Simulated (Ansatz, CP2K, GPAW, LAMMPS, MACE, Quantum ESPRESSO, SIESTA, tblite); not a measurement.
**CP2K runs on liquid Zn38Se23S15 at 2640 K (76 atoms)**

Aim: run liquid Zn38Se23S15 at 2640 K (76 atoms) in CP2K and see how near its forces come to a plane-wave reference, and at what cost.

Main program and level: CP2K 2026.2; the method is named at each step.

**1. Starting point**

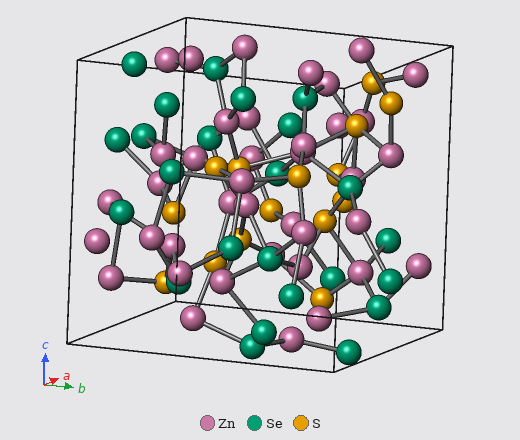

The starting structure, seen from a free direction (zinc pink, selenium teal, sulfur orange). Bonds to atoms that aren't drawn are left out. Some periodic images of atoms are drawn too.

The cell holds 76 atoms: 38 Zn, 23 Se and 15 S. Cell: a = 11.922 Å, b = 11.922 Å, c = 11.922 Å, α = 90.0°, β = 90.0°, γ = 90.0°. 76 atoms (38 Zn, 23 Se, 15 S) placed at random at 4.69 g/cm³, melted at 2640 K for 10 ps at fixed volume with the Stillinger-Weber II-VI potential (Zhou et al., Phys. Rev. B 88, 085309 (2013)). Snapshot at the end of a hold of 5 ps at 2640 K and fixed volume.

The yardstick, on the same geometry:

| Property | Result |
| --- | --- |
| method | Kohn-Sham DFT, PBE, SSSP efficiency 1.3.0 pseudopotentials, plane waves (Quantum ESPRESSO 7.5); sssp-pbe-1.3.0-efficiency, cutoffs 45/360 Ry, Γ point |
| r.m.s. force component | 0.7065 eV/Å |
| longest force | 3.132 eV/Å |
| pressure | -2.14 GPa |
| time | 8.1 min on 4 MPI ranks of Arm Neoverse V2, shared host |
| CPU time | 32 min |

**2. PBE, DZVP-MOLOPT-SR, 800/50 Ry, diagonalisation**

Method: Kohn-Sham DFT, PBE, GTH-PBE pseudopotentials, Gaussian and plane waves, DZVP-MOLOPT-SR-GTH, diagonalisation.

Input file input.inp:

```
&GLOBAL
  PROJECT cell
  RUN_TYPE ENERGY_FORCE
  PRINT_LEVEL LOW
&END GLOBAL
&FORCE_EVAL
  METHOD QS
  STRESS_TENSOR ANALYTICAL
  &DFT
    BASIS_SET_FILE_NAME BASIS_MOLOPT
    POTENTIAL_FILE_NAME GTH_POTENTIALS
    &MGRID
      CUTOFF 800
      REL_CUTOFF 50
      NGRIDS 5
    &END MGRID
    &QS
      EPS_DEFAULT 1.0E-12
    &END QS
    &SCF
      SCF_GUESS ATOMIC
      EPS_SCF 5.0E-06
      MAX_SCF 200
      ADDED_MOS 14
      &DIAGONALIZATION
        ALGORITHM STANDARD
      &END DIAGONALIZATION
      &SMEAR ON
        METHOD FERMI_DIRAC
        ELECTRONIC_TEMPERATURE [K] 580
      &END SMEAR
      &MIXING
        METHOD BROYDEN_MIXING
        ALPHA 0.3
        NBROYDEN 12
      &END MIXING
      &PRINT
        &RESTART OFF
        &END RESTART
      &END PRINT
    &END SCF
    &XC
      &XC_FUNCTIONAL PBE
      &END XC_FUNCTIONAL
    &END XC
    &PRINT
      &MULLIKEN ON
      &END MULLIKEN
      &HIRSHFELD ON
        SHAPE_FUNCTION DENSITY
      &END HIRSHFELD
      &MO ON
        EIGENVALUES T
        OCCUPATION_NUMBERS T
        MO_INDEX_RANGE 331 354
        &EACH
          QS_SCF 0
        &END EACH
        ADD_LAST NUMERIC
      &END MO
    &END PRINT
  &END DFT
  &SUBSYS
    &CELL
      A 11.92180 0.00000 0.00000
      B 0.00000 11.92180 0.00000
      C 0.00000 0.00000 11.92180
    &END CELL
    &COORD
      SCALED
      Zn 0.34853 0.01565 0.18227
      Zn 0.10537 0.28323 0.57893
      Zn 0.88272 0.07008 0.88003
      Zn 0.32808 0.93937 0.82776
      Zn 0.95216 0.67827 0.95956
      Zn 0.57639 0.85533 0.25030
      Zn 0.00575 0.66255 0.71944
      Zn 0.52943 0.12135 0.60104
      Zn 0.21066 0.74516 0.46345
      Zn 0.33267 0.51003 0.79861
      Zn 0.52257 0.17112 0.28391
      Zn 0.04913 0.07847 0.36262
      Zn 0.17123 0.52525 0.52550
      Zn 0.95604 0.48697 0.29695
      Zn 0.92593 0.70033 0.36169
      Zn 0.36981 0.60592 0.31885
      Zn 0.74927 0.63786 0.04100
      Zn 0.67701 0.99349 0.94644
      Zn 0.83586 0.52208 0.62608
      Zn 0.94166 0.25347 0.45783
      Zn 0.61202 0.61379 0.24160
      Zn 0.75321 0.00098 0.26176
      Zn 0.96720 0.02476 0.10587
      Zn 0.58517 0.70031 0.89921
      Zn 0.94405 0.49519 0.86348
      Zn 0.58630 0.33082 0.72892
      Zn 0.16750 0.39995 0.10570
      Zn 0.51207 0.36601 0.18026
      Zn 0.50033 0.84474 0.58913
      Zn 0.32888 0.20436 0.97201
      Zn 0.17278 0.76818 0.06670
      Zn 0.65389 0.38866 0.43009
      Zn 0.59581 0.61585 0.64832
      Zn 0.34109 0.31669 0.63453
      Zn 0.26860 0.03469 0.46208
      Zn 0.77425 0.87365 0.63641
      Zn 0.07601 0.95433 0.85374
      Zn 0.76120 0.31830 0.96175
      Se 0.23998 0.95732 0.03028
      Se 0.14326 0.44712 0.74832
      Se 0.75299 0.85750 0.10117
      Se 0.04631 0.14167 0.72670
      Se 0.98879 0.80267 0.15260
      Se 0.86921 0.01987 0.47807
      Se 0.52062 0.52546 0.01555
      Se 0.47004 0.99734 0.39337
      Se 0.72461 0.56590 0.81339
      Se 0.33403 0.12474 0.69500
      Se 0.73298 0.45264 0.23551
      Se 0.07729 0.18201 0.99227
      Se 0.81039 0.29983 0.77155
      Se 0.65607 0.14584 0.13555
      Se 0.17279 0.91383 0.29393
      Se 0.97925 0.43926 0.06460
      Se 0.66919 0.07281 0.74932
      Se 0.18391 0.73099 0.81587
[... 16 atom lines left out ...]
      S 0.96344 0.45726 0.49183
      S 0.42430 0.77664 0.17237
      S 0.28900 0.87466 0.63995
      S 0.31915 0.23300 0.19279
    &END COORD
    &KIND Zn
      BASIS_SET DZVP-MOLOPT-SR-GTH-q12
      POTENTIAL GTH-PBE-q12
    &END KIND
    &KIND Se
      BASIS_SET DZVP-MOLOPT-SR-GTH-q6
      POTENTIAL GTH-PBE-q6
    &END KIND
    &KIND S
      BASIS_SET DZVP-MOLOPT-SR-GTH-q6
      POTENTIAL GTH-PBE-q6
    &END KIND
  &END SUBSYS
  &PRINT
    &FORCES ON
    &END FORCES
    &STRESS_TENSOR ON
    &END STRESS_TENSOR
  &END PRINT
&END FORCE_EVAL
```

Started as:

```
OMP_NUM_THREADS=2 cp2k.psmp -i input.inp > output.txt
```

Numbers of over 12 decimals in the logs are rounded to 6 here.

Log:

```text
CP2K| version string:                                       CP2K version 2026.2
 CP2K| Input file name                                                 input.inp
 GLOBAL| Basis set file name                                        BASIS_MOLOPT
 GLOBAL| Potential file name                                      GTH_POTENTIALS
 GLOBAL| Run type                                                   ENERGY_FORCE
 GLOBAL| Total number of message passing processes                             1
 GLOBAL| Number of threads for this process                                    2
 TOTAL NUMBERS AND MAXIMUM NUMBERS
  Total number of            - Atomic kinds:                                   3
                             - Atoms:                                         76
                             - Shell sets:                                    76
                             - Shells:                                       456
                             - Primitive Cartesian functions:                380
                             - Cartesian basis functions:                   1672
                             - Spherical basis functions:                   1444
  Maximum angular momentum of- Orbital basis functions:                        3
                             - Local part of the GTH pseudopotential:          0
                             - Non-local part of the GTH pseudopotential:      4
 SCF PARAMETERS         Density guess:                                    ATOMIC
                        max_scf:                                             200
                        eps_scf:                                        5.00E-06
                        added MOs                                        14    0
                        Mixing method:                            BROYDEN_MIXING
                                                charge density mixing in g-space
                        Smear method:                                FERMI_DIRAC
                        Electronic temperature [K]:                        580.0
                        Electronic temperature [a.u.]:                  1.84E-03
                        Accuracy threshold:                             1.00E-10
 Extrapolation method: initial_guess
 Number of electrons:                                                        684
 Number of occupied orbitals:                                                342
 Number of molecular orbitals:                                               356
 Number of orbital functions:                                               1444
 Number of independent orbital functions:                                   1444
 SCF WAVEFUNCTION OPTIMIZATION
  Step     Update method      Time    Convergence         Total energy    Change
 *** the last MO => Add more MOs for proper smearing.                   ***
     1 NoMix/Diag. 0.30E+00    7.0     1.61163352     -2673.2211253909 -2.67E+03
 *** the last MO => Add more MOs for proper smearing.                   ***
     2 Broy./Diag. 0.30E+00    9.3     0.50242476     -2668.4086976797  4.81E+00
 *** the last MO => Add more MOs for proper smearing.                   ***
     3 Broy./Diag. 0.30E+00    9.4     0.25866131     -2669.7374315962 -1.33E+00
[...]
4 Broy./Diag. 0.30E+00    9.5     0.19627294     -2670.6173067295 -8.80E-01
[...]
*** the last MO => Add more MOs for proper smearing.                   ***
    16 Broy./Diag. 0.30E+00   10.5     0.00000629     -2670.0007708813  8.81E-05
 *** the last MO => Add more MOs for proper smearing.                   ***
    17 Broy./Diag. 0.30E+00   10.5     0.00000299     -2670.0007929903 -2.21E-05
  *** SCF run converged in    17 steps ***
  Electronic density on regular grids:       -683.9999999997        0.0000000003
  Core density on regular grids:              683.9999999991       -0.0000000009
  Total charge density on r-space grids:       -0.0000000006
  Total charge density g-space grids:          -0.0000000006
  Overlap energy of the core charge distribution:               2.42978e-07
  Self energy of the core charge distribution:              -3847.393673
  Core Hamiltonian energy:                                   1148.654739
  Hartree energy:                                             450.920468
  Exchange-correlation energy:                               -422.172623
  Electronic entropic energy:                                  -0.0097045
  Fermi energy:                                                 0.136143
  Total energy:                                             -2670.000793
  Total energy (extrapolated to T->0):                      -2669.995941
 MO| EIGENVALUES AND OCCUPATION NUMBERS
 MO|
 MO|  Index      Eigenvalue [a.u.]        Eigenvalue [eV]             Occupation
 MO|    331               0.109096               2.968666               1.999999
 MO|    332               0.113899               3.099356               1.999989
 MO|    333               0.116986               3.183362               1.999941
[...]
MO|    353               0.161401               4.391945               0.000002
 MO|    354               0.163361               4.445276               0.000001
 MO| Sum:                                                             684.000000
 MO| E(Fermi):            0.136143 a.u.          3.704652 eV
 !-----------------------------------------------------------------------------!
                     Mulliken Population Analysis
 #  Atom  Element  Kind  Atomic population                           Net charge
       1     Zn       1         12.036326                             -0.036326
       2     Zn       1         12.032723                             -0.032723
       3     Zn       1         11.972728                              0.027272
[...]
75     S        3          5.937971                              0.062029
      76     S        3          5.963578                              0.036422
 # Total charge                            684.000000                 -0.000000
 !-----------------------------------------------------------------------------!
 !-----------------------------------------------------------------------------!
                           Hirshfeld Charges
  #Atom  Element  Kind  Ref Charge     Population                    Net charge
      1       Zn     1      12.000         11.735                         0.265
      2       Zn     1      12.000         11.821                         0.179
      3       Zn     1      12.000         11.853                         0.147
[...]
75       S      3       6.000          6.210                        -0.210
     76       S      3       6.000          6.254                        -0.254
  Total Charge                                                            0.000
 !-----------------------------------------------------------------------------!
 ENERGY| Total FORCE_EVAL ( QS ) energy [hartree]          -2670.000779
 FORCES| Atomic forces [hartree/bohr]
 FORCES|   Atom     x               y               z               |f|
 FORCES|      1 -6.15826963E-04  5.96850303E-03  2.03267249E-02   2.11938203E-02
 FORCES|      2  1.73721594E-02  9.52862498E-04  1.40173722E-03   1.74546479E-02
 FORCES|      3 -1.50618172E-03  3.60472085E-03 -2.59358970E-03   4.68927535E-03
[...]
FORCES|     75  1.80001429E-02 -6.81270046E-03 -2.09130618E-02   2.84213685E-02
 FORCES|     76  2.19817117E-02 -1.10670342E-02 -2.18951498E-02   3.29404383E-02
 FORCES| Sum     1.15921334E-03 -2.75042690E-03 -3.58471636E-03
 FORCES| Total atomic force                                       4.66463451E-03
 STRESS| Analytical stress tensor [bar]
 STRESS|                        x                   y                   z
 STRESS|      x       -6.79528436510E+03  -1.66514366564E+03   2.48744409437E+03
 STRESS|      y       -1.66514366564E+03  -1.13363531218E+04   2.19799692250E+03
 STRESS|      z        2.48744409437E+03   2.19799692250E+03  -2.65756217121E+04
 STRESS| 1/3 Trace                                            -1.49024197330E+04
```

It took 3.4 min on 2 threads of Arm Neoverse V2, shared host; peak memory 8.1 GiB; 6.1 min of CPU time.

Banners, paths, timers and routine set-up lines are dropped from the logs unmarked, and long logs keep their key lines alone; longer cuts are marked.

Numbers from this run, and their distance from the reference:

```
r.m.s. force component                  : 0.7289 eV/Å
r.m.s. difference of force components   : 40.42 meV/Å
longest difference of force vectors     : 181.9 meV/Å
force difference over r.m.s. force      : 5.721 %
slope of forces against the reference's : 1.03
correlation of force components         : 0.9989
pressure                                : -1.49 GPa
pressure difference                     : 0.6501 GPa
```

Length of the force difference by element (eV/Å):

```
element  atoms   mean  most
      S     15  0.064  0.16
     Se     23  0.053  0.13
     Zn     38  0.065  0.18
```

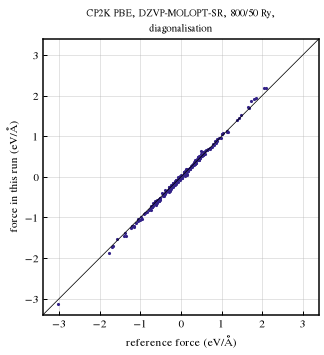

Force components against those of the reference; the line marks equality.

A closer look about S62, which bears the longest force: 10 atoms, nearest first, numbered in the order of the input, with positions taken from that point.

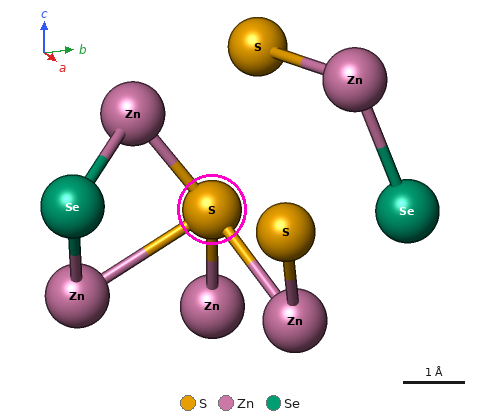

The atoms of the table, within 3.4 Å (arrows a, b, c point along x, y, z); some may hide others; the central atom is ringed.

```
atom      x      y      z  distance (Å)  bonds  Hirshfeld charge (e)     Fx     Fy  Fz (eV/Å)
 S62   0.00   0.00   0.00          0.00      4                 -0.24  -0.54   0.65      -3.14
Zn24  -0.27  -1.29   1.68          2.13      3                  0.26  -0.63  -0.81       1.53
Zn29  -1.29   0.44  -2.02          2.43      5                  0.25  -1.03   0.01       0.46
Zn36   1.98   0.78  -1.45          2.58      5                  0.25   0.42   1.87       1.91
Zn33  -0.15  -2.29  -1.31          2.65      6                  0.22   0.05   0.23       0.21
 S69  -1.79   1.39   2.21          3.16      2                 -0.27   2.18  -0.42       1.73
Se55   0.73   3.15  -0.11          3.24      4                 -0.23   0.58  -0.24       0.08
Zn18   0.82   2.21   2.24          3.25      4                  0.23  -0.67  -0.09       0.20
Se47   1.39  -2.89   0.66          3.27      5                 -0.23   0.08  -0.87       0.11
 S63   3.35   0.16   0.46          3.38      4                 -0.30   0.65   0.45       0.14
```

Forces lie 5.7 % from the reference's, at 0.19 times its CPU time (on 2 against 4 cores).

**3. PBE, DZVP-MOLOPT-SR, 560/50 Ry, diagonalisation**

Method: Kohn-Sham DFT, PBE, GTH-PBE pseudopotentials, Gaussian and plane waves, DZVP-MOLOPT-SR-GTH, diagonalisation.

Changes to input.inp since step 2:

```diff
@@ -12,5 +12,4 @@
     &MGRID
-      CUTOFF 800
+      CUTOFF 560
       REL_CUTOFF 50
-      NGRIDS 5
     &END MGRID
@@ -69,4 +68,27 @@
     &COORD
-      SCALED
-[... 76 atom lines left out: the same atoms as in the first run ...]
+      Zn 4.15510 0.18658 2.17299
+      Zn 1.25620 3.37661 6.90189
+      Zn 10.52361 0.83548 10.49154
+      Zn 3.91130 11.19898 9.86839
+      Zn 11.35146 8.08620 11.43968
+      Zn 6.87161 10.19707 2.98403
+      Zn 0.06855 7.89879 8.57702
+      Zn 6.31176 1.44671 7.16548
+      Zn 2.51145 8.88365 5.52516
+      Zn 3.96603 6.08048 9.52087
+      Zn 6.22998 2.04006 3.38472
+      Zn 0.58572 0.93550 4.32308
+      Zn 2.04137 6.26193 6.26491
+      Zn 11.39772 5.80556 3.54018
+      Zn 11.03875 8.34919 4.31200
+      Zn 4.40880 7.22366 3.80127
+      Zn 8.93265 7.60444 0.48879
+      Zn 8.07118 11.84419 11.28327
+      Zn 9.96496 6.22413 7.46400
+      Zn 11.22628 3.02182 5.45816
+[... 52 atom lines left out ...]
+      S 11.48594 5.45136 5.86350
+      S 5.05842 9.25895 2.05496
+      S 3.44540 10.42752 7.62936
+      S 3.80484 2.77778 2.29840
     &END COORD
```

Started as:

```
OMP_NUM_THREADS=1 mpirun -np 4 cp2k.psmp -i input.inp > output.txt
```

Log:

```text
CP2K| version string:                                       CP2K version 2026.2
 CP2K| Input file name                                                 input.inp
 GLOBAL| Basis set file name                                        BASIS_MOLOPT
 GLOBAL| Potential file name                                      GTH_POTENTIALS
 GLOBAL| Run type                                                   ENERGY_FORCE
 GLOBAL| Total number of message passing processes                             4
 GLOBAL| Number of threads for this process                                    1
 TOTAL NUMBERS AND MAXIMUM NUMBERS
  Total number of            - Atomic kinds:                                   3
                             - Atoms:                                         76
[... lines left out ...]
                        Smear method:                                FERMI_DIRAC
[... lines left out ...]
 Number of electrons:                                                        684
[... lines left out ...]
  Step     Update method      Time    Convergence         Total energy    Change
[... lines left out ...]
  *** SCF run converged in    17 steps ***
[... lines left out ...]
  Fermi energy:                                                 0.136144
  Total energy:                                             -2670.000356
  Total energy (extrapolated to T->0):                      -2669.995504
[... lines left out ...]
 MO| E(Fermi):            0.136144 a.u.          3.704666 eV
[... lines left out ...]
 !-----------------------------------------------------------------------------!
 !-----------------------------------------------------------------------------!
                           Hirshfeld Charges
  #Atom  Element  Kind  Ref Charge     Population                    Net charge
      1       Zn     1      12.000         11.735                         0.265
      2       Zn     1      12.000         11.821                         0.179
      3       Zn     1      12.000         11.853                         0.147
[...]
75       S      3       6.000          6.210                        -0.210
     76       S      3       6.000          6.254                        -0.254
  Total Charge                                                            0.000
 !-----------------------------------------------------------------------------!
 ENERGY| Total FORCE_EVAL ( QS ) energy [hartree]          -2670.000342
 FORCES| Atomic forces [hartree/bohr]
 FORCES|   Atom     x               y               z               |f|
 FORCES|      1 -1.34390491E-03  5.15937589E-03  1.95336976E-02   2.02482241E-02
 FORCES|      2  1.62545592E-02  1.49176341E-03  3.13429635E-03   1.66210670E-02
 FORCES|      3 -2.95121267E-03  3.26876344E-03 -1.43411823E-03   4.63154032E-03
[...]
FORCES|     75  1.80004889E-02 -6.81248483E-03 -2.09123444E-02   2.84210080E-02
 FORCES|     76  2.19823340E-02 -1.10673861E-02 -2.18953506E-02   3.29411054E-02
 FORCES| Sum     1.75000362E-03 -2.05051905E-03  1.01568864E-02
 FORCES| Total atomic force                                       1.05085433E-02
 STRESS| Analytical stress tensor [bar]
 STRESS|                        x                   y                   z
 STRESS|      x       -6.82161811907E+03  -1.66321382786E+03   2.48662478384E+03
 STRESS|      y       -1.66321382786E+03  -1.14401462839E+04   2.19907115609E+03
 STRESS|      z        2.48662478384E+03   2.19907115609E+03  -2.65599763021E+04
 STRESS| 1/3 Trace                                            -1.49405802350E+04
```

It took 95 s on 4 MPI ranks; peak memory 7.1 GiB.

Against the reference:

* r.m.s. force component: 0.7293 eV/Å
* r.m.s. difference of force components: 48.39 meV/Å
* longest difference of force vectors: 208.6 meV/Å
* force difference over r.m.s. force: 6.849 %
* slope of forces against the reference's: 1.03
* correlation of force components: 0.9982
* pressure: -1.494 GPa
* pressure difference: 0.6462 GPa
* energy less the same-level run's: 0.1564 meV/atom
* r.m.s. force difference from the same-level run: 38.41 meV/Å

Against the first run (5.7 %), the force difference from the reference is 6.8 %, at 1.0 times the CPU time (on 4 against 2 cores): the grid matters here.

The forces add up to 0.54 eV/Å instead of zero, usually a sign of too coarse a grid.

(Part 1 of 2 ends here.)

[Also dropped from logs without a mark: logging warnings of Python, and SIESTA's first energy breakdown and zero terms.]

[Logs are printed without paths, hosts, clocks, repeated set-up lines and the standing remarks that a program may print on its own settings, such as how far it seeks lower states.]

[Hosts, paths, dates, database ids (printed as entryN), source tags and the programs' standing remarks are cut or masked in the printed files.]
